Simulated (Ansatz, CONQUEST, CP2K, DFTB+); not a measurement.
# DFTB+ runs on phosphorene, 4 layers, S on P sites (96 atoms)

How do the settings of DFTB+ change the result for phosphorene, 4 layers, S on P sites (96 atoms)? A plane-wave run serves as the yardstick.

Calculated with DFTB+ 25.1; the method is named at each step.

**1. Set-up**

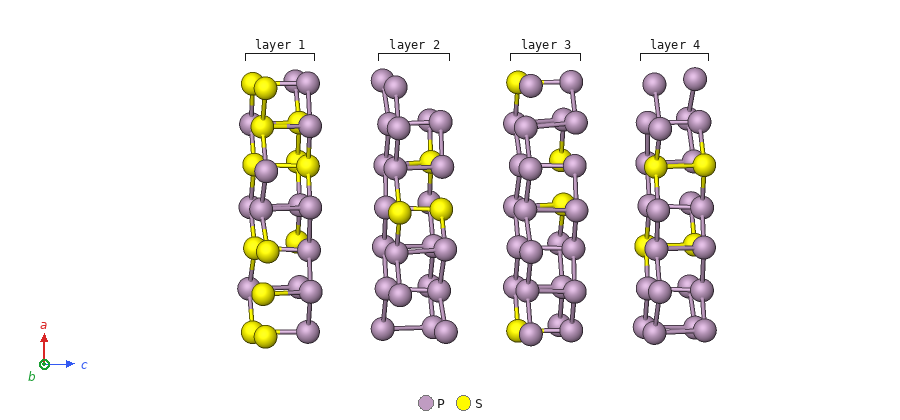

The cell as given, from the side, with the c axis across the page (phosphorus pink, sulfur yellow). Bonds to atoms that aren't drawn are left out. Some periodic images of atoms are drawn too.

The cell holds 96 atoms: 75 P and 21 S. Cell: a = 10.340 Å, b = 9.102 Å, c = 34.578 Å, α = 90.0°, β = 90.0°, γ = 90.0°. It derives from P (phosphorene). 4 layers of phosphorene (a = 3.314 Å), 3 x 2 cells, biaxial strain +4 %, every second layer slid by 0.500 of a1; facing planes 3.43, 3.33, 3.29 Å apart; 16 Å of vacuum; 21 of 96 P replaced by S at random; displaced by a Gaussian of 0.04 Å. Then every atom was moved at random, 0.02 Å r.m.s. a Cartesian component. Regions: layer 1, 24 atoms (13 P and 11 S); layer 2, 24 atoms (21 P and 3 S); layer 3, 24 atoms (21 P and 3 S); layer 4, 24 atoms (20 P and 4 S). Vacuum lies along c.

The yardstick, on the same geometry:

```
method                 : Kohn-Sham DFT, PBE, PAW, plane waves (Ansatz 0.2.0); cutoff 420 eV, Γ point, fermi-dirac smearing of 0.05 eV; PAW set soft_2
r.m.s. force component : 0.666 eV/Å
longest force          : 3.039 eV/Å
SCF cycles             : 14
time                   : 26 s on 4 threads of Intel Xeon Platinum 8488C (Sapphire Rapids), shared host
CPU time               : 99 s
```

**2. IPEA1-xTB**

Method: IPEA1-xTB tight binding, diagonalisation.

dftb_in.hsd reads:

```
Geometry = GenFormat {
  <<< geo.gen
}
Driver = {}
Hamiltonian = xTB {
  Method = "IPEA1-xTB"
  SccTolerance = 1e-06
  MaxSccIterations = 300
  Mixer = Broyden { MixingParameter = 0.05 }
  Filling = Fermi { Temperature [K] = 580 }
  KPointsAndWeights = { 0.0 0.0 0.0 1.0 }
}
Analysis {
  PrintForces = Yes
  MullikenAnalysis = Yes
}
ParserOptions { ParserVersion = 14 }
```

geo.gen reads:

```
96 F
P S
1 1 0.99130 0.04280 0.29154
2 2 0.99796 0.96532 0.23096
3 1 0.16978 0.21454 0.29197
4 1 0.16698 0.29597 0.22906
5 1 0.00089 0.52658 0.29388
6 2 0.99749 0.45602 0.22909
7 1 0.16862 0.70721 0.29237
8 2 0.16271 0.78397 0.23293
9 2 0.34551 0.03847 0.29396
10 2 0.34034 0.95899 0.23382
11 1 0.49892 0.20446 0.29281
12 1 0.49450 0.28297 0.23093
13 1 0.32979 0.53905 0.29485
14 2 0.33634 0.46286 0.23157
15 1 0.50743 0.70447 0.29195
16 1 0.50417 0.78596 0.23045
17 2 0.66842 0.04600 0.29425
18 1 0.66393 0.96085 0.23189
19 2 0.83155 0.21138 0.29172
20 1 0.82924 0.29779 0.23130
21 2 0.66861 0.54533 0.29344
22 2 0.67197 0.45021 0.23096
23 1 0.83542 0.70515 0.29168
24 2 0.83670 0.78965 0.23182
25 1 0.16580 0.03779 0.45392
26 1 0.16278 0.96262 0.39379
27 1 0.33244 0.21083 0.45406
28 1 0.33363 0.29172 0.39206
29 1 0.16492 0.54234 0.45201
30 1 0.17052 0.45417 0.39099
31 1 0.33681 0.71305 0.45482
32 1 0.32616 0.78697 0.39401
33 1 0.50202 0.04090 0.45364
34 2 0.49425 0.95967 0.39335
35 2 0.67116 0.21079 0.45111
36 1 0.66174 0.29115 0.39385
37 2 0.49133 0.53622 0.45485
38 1 0.49738 0.46450 0.38991
39 1 0.66974 0.71396 0.45130
40 1 0.66679 0.79039 0.39261
41 1 0.83155 0.03572 0.45386
42 1 0.83457 0.96184 0.39204
43 1 0.00576 0.21059 0.45397
44 1 0.00213 0.27374 0.39104
45 1 0.84383 0.53973 0.45399
46 1 0.83335 0.45685 0.39401
47 1 0.00502 0.71405 0.45562
48 1 0.99317 0.79117 0.39280
49 1 0.00560 0.04113 0.61090
50 1 0.00308 0.96110 0.55176
51 1 0.16555 0.21485 0.61004
52 1 0.16869 0.28121 0.55072
53 1 0.00257 0.54066 0.61181
54 2 0.99859 0.45708 0.54977
55 1 0.16479 0.71310 0.61136
56 1 0.17235 0.79140 0.55211
[... 40 atom lines left out ...]
0.0 0.0 0.0
10.33970 0.00000 0.00000
0.00000 9.10210 0.00000
0.00000 0.00000 34.57800
```

Command:

```bash
$ OMP_NUM_THREADS=1 dftb+ > output.txt
```

The program printed:

```text
Reading input file 'dftb_in.hsd'
Parser version: 14
--------------------------------------------------------------------------------
Processed input in HSD format written to 'dftb_pin.hsd'
Starting initialization...
--------------------------------------------------------------------------------
WARNING!
-> Dipole printed for extended system : value printed is not well defined
Mode:                        Static calculation
Self consistent charges:     Yes
SCC-tolerance:                 0.100000E-05
Max. scc iterations:                    300
Shell resolved Hubbard:      Yes
Spin polarisation:           No
Nr. of up electrons:           250.500000
Nr. of down electrons:         250.500000
Periodic boundaries:         Yes
Electronic solver:           Relatively robust
Mixer:                       Broyden mixer
Mixing parameter:                  0.050000
Nr. of chrg. vec. in memory:            300
Max. SCC-cycles:                        300
tblite library version:      0.3.0
-> parametrization:          IPEA1-xTB
-> repulsion:                Yes
-> dispersion:               Yes
-> halogen bonding:          Yes
-> electrostatics:           Yes
   -> isotropic:             Yes
   -> anisotropic:           No
   -> third-order:           Yes
Electronic temperature:              0.183675E-02 H      0.499806E-01 eV
Initial charges:             Set automatically (system chrg:   0.000E+00)
Included shells:             P:  s, p, d
                             S:  s, p, d
K-points and weights:           1:  0.000000  0.000000  0.000000     1.000000
K-points in absolute space:     1:  0.000000  0.000000  0.000000
Extra options:
                             Mulliken analysis
                             Force calculation
Force type                   original
--------------------------------------------------------------------------------
***  Geometry step: 0
 iSCC Total electronic   Diff electronic      SCC error
    1   -0.26918897E+03    0.00000000E+00    0.85315596E+00
    2   -0.26793480E+03   -0.26918897E+03    0.67436079E+00
    3   -0.26082883E+03    0.12541670E+01    0.68000098E+00
    4   -0.25718143E+03    0.71059723E+01    0.59533536E+00
    5   -0.26890126E+03    0.36474036E+01    0.43745098E+00
    6   -0.26875708E+03   -0.11719831E+02    0.29025019E+00
    7   -0.27032467E+03    0.14418051E+00    0.38662227E+00
    8   -0.27049297E+03   -0.15675916E+01    0.22592124E+00
    9   -0.26933468E+03   -0.16829864E+00    0.39900981E+00
   10   -0.27074027E+03    0.11582896E+01    0.15830937E+00
   11   -0.27096070E+03   -0.14055873E+01    0.61297340E-01
   12   -0.27097402E+03   -0.22043449E+00    0.35470190E-01
[...]
>> Charges saved for restart in charges.bin
[...]
30   -0.27097901E+03   -0.27354190E-08    0.45086648E-05
   31   -0.27097901E+03   -0.85176453E-08    0.47243167E-05
   32   -0.27097901E+03   -0.66972916E-08    0.35148048E-05
   33   -0.27097901E+03    0.47106141E-09    0.20912388E-05
>> Charges saved for restart in charges.bin
   34   -0.27097901E+03   -0.80136147E-08    0.90882463E-06
Total Energy:                     -270.9995762498 H        -7374.2737 eV
Extrapolated to 0K:               -271.0085898437 H        -7374.5189 eV
Total Mermin free energy:         -271.0176034375 H        -7374.7642 eV
Force related energy:             -271.0176034375 H        -7374.7642 eV
Volume:                              0.219607E+05 au^3   0.325424E+04 A^3
Pressure:                           -0.202604E-03 au    -0.596082E+10 Pa
```

detailed.out:

```text
Fermi distribution function
Calculation with static geometry
********************************************************************************
 iSCC Total electronic   Diff electronic      SCC error
   34   -0.27097901E+03   -0.80136147E-08    0.90882463E-06
********************************************************************************
 Total charge:    -0.00000000
 Atomic gross charges (e)
 Atom           Charge
    1       0.08508777
    2      -0.12725866
    3       0.01722699
    4       0.09427874
    5       0.04143561
    6      -0.04719965
    7       0.03618849
    8      -0.17112546
    9      -0.04009956
   10      -0.07373649
   11       0.08471474
   12       0.08463403
[...]
92       0.00613544
   93       0.04030475
   94       0.01260672
   95       0.00033312
   96       0.00079331
Fermi level:                        -0.3088613377 H           -8.4045 eV
Band energy:                      -269.2355108273 H        -7326.2710 eV
TS:                                  0.0180271877 H            0.4905 eV
Band free energy (E-TS):          -269.2535380150 H        -7326.7616 eV
Extrapolated E(0K):               -269.2445244211 H        -7326.5163 eV
Input / Output electrons (q):    501.0000000000    501.0000000000
Energy H0:                        -271.0069916324 H        -7374.4755 eV
Energy SCC:                          0.0279835755 H            0.7615 eV
Total Electronic energy:          -270.9790080569 H        -7373.7140 eV
Repulsive energy:                    0.6349801120 H           17.2787 eV
Halogen correction energy:           0.0000000000 H            0.0000 eV
Total energy:                     -270.9995762498 H        -7374.2737 eV
Extrapolated to 0:                -271.0085898437 H        -7374.5189 eV
Total Mermin free energy:         -271.0176034375 H        -7374.7642 eV
Force related energy:             -271.0176034375 H        -7374.7642 eV
Non-constrained calculation
SCC converged
Total Forces
    1      0.013131479567      0.021916509851     -0.033714948052
    2      0.010360650524      0.064107999238      0.029225425329
    3     -0.021506351325     -0.003965136447     -0.011796764696
    4      0.003476707883     -0.008147562786      0.014595941942
    5     -0.002825942280      0.024346078981     -0.011802591628
    6      0.008464950101      0.000016229808      0.020464562967
    7     -0.004611674798     -0.017991179762     -0.023310719905
    8     -0.004358893278     -0.043308297878      0.017206674358
    9      0.010007461084      0.036273414770      0.004134136560
   10      0.049050972717     -0.029549843588     -0.007290515351
   11      0.011233191190     -0.010869853507      0.005625579759
[...]
92     -0.000149082450      0.013090696823      0.015297396211
   93      0.005232420602      0.029333963414      0.004324192316
   94     -0.002663385119     -0.007978225447      0.004418020203
   95     -0.015736001898     -0.026856207865     -0.018403958518
   96     -0.010110132918      0.026200728649      0.015375109073
Total stress tensor
     -0.000245707978     -0.000003796393      0.000000480725
     -0.000003796393     -0.000260454787      0.000000358108
      0.000000480725      0.000000358108     -0.000101649872
Total lattice derivs
      0.276158492254      0.004266878925     -0.000540300849
      0.004847040575      0.332535352604     -0.000457213650
     -0.000161563673     -0.000120354109      0.034162846442
Maximal derivative component:        0.814610E-01 au
Volume:                              0.219607E+05 au^3
Pressure:                           -0.202604E-03 au    -0.596082E+10 Pa
Warning: dipole moment is not defined absolutely!
Dipole moment:   -1.42980031   -2.09865183    0.36027785 au
Dipole moment:   -3.63419017   -5.33424132    0.91573502 Debye
```

The job ended after 14 s (1 thread of Intel Xeon Platinum 8488C (Sapphire Rapids), shared host; peak memory 0.25 GiB).

Banners, paths, timers and routine set-up lines are dropped from the logs unmarked, and long logs keep their key lines alone; longer cuts are marked.

Numbers from this run, and their distance from the reference:

```yaml
r_m_s_force_component: 1.008 eV/Å
r_m_s_difference_of_force_components: 619.3 meV/Å
longest_difference_of_force_vectors: 2465 meV/Å
force_difference_over_r_m_s_force: 92.99 %
slope_of_forces_against_the_reference_s: 1.212
correlation_of_force_components: 0.8013
```

Length of the force difference by element (eV/Å):

```tsv
element	atoms	mean	most
P	75	0.82	1.6
S	21	1.5	2.5
```

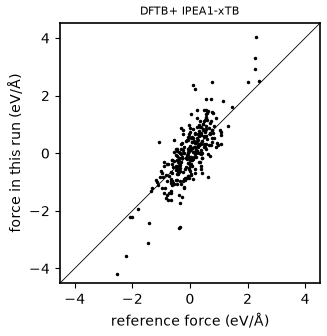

Force components against those of the reference; the line marks equality.

A closer look about S65, which bears the longest force: 12 atoms, nearest first, numbered in the order of the input, with positions taken from that point.

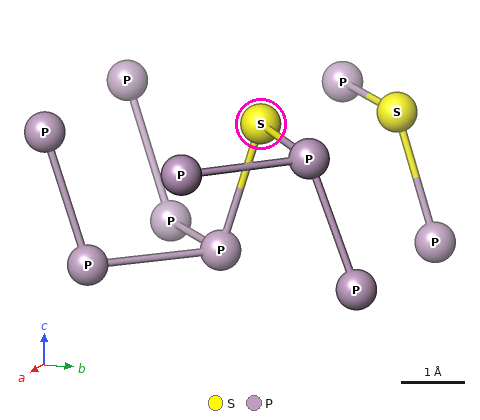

The atoms of the table, within 3.6 Å (arrows a, b, c point along x, y, z); some may hide others; the central atom is ringed.

```tsv
atom	x	y	z	distance (Å)	bonds	Mulliken charge (e)	Fx	Fy	Fz (eV/Å)
S65	0.00	0.00	0.00	0.00	3	-0.15	4.03	-1.93	-1.44
P66	0.00	-0.69	-2.13	2.24	3	0.05	-0.12	-1.04	1.44
P67	1.75	1.53	-0.05	2.33	3	0.04	-0.22	-0.88	-0.42
S59	-1.77	1.63	-0.06	2.41	3	-0.13	-4.19	1.62	-1.07
P57	-3.46	0.02	-0.07	3.46	3	0.05	0.57	1.88	0.80
P49	3.48	0.03	-0.06	3.48	3	0.01	-0.26	0.76	0.29
P71	1.82	-2.98	0.00	3.49	3	0.01	-0.84	-0.90	-0.63
P63	-1.84	-3.03	0.03	3.54	3	-0.01	0.81	-0.29	-0.97
P68	1.63	2.30	-2.15	3.55	3	0.03	-0.62	0.37	0.39
P72	1.65	-2.31	-2.15	3.56	3	-0.01	0.50	0.99	0.64
P64	-1.77	-2.25	-2.18	3.60	3	0.00	0.23	1.03	1.22
P60	-1.83	2.26	-2.15	3.62	3	0.05	0.57	0.63	1.13
```

Forces lie 93 % from the reference's, at 0.14 times its CPU time (on 1 against 4 cores).

(Part 1 of 2 ends here.)

[Also dropped from logs without a mark: logging warnings of Python, and SIESTA's first energy breakdown and zero terms.]

[Logs are printed without paths, hosts, clocks, repeated set-up lines and the standing remarks that a program may print on its own settings, such as how far it seeks lower states.]

[Hosts, paths, dates, database ids (printed as entryN), source tags and the programs' standing remarks are cut or masked in the printed files.]
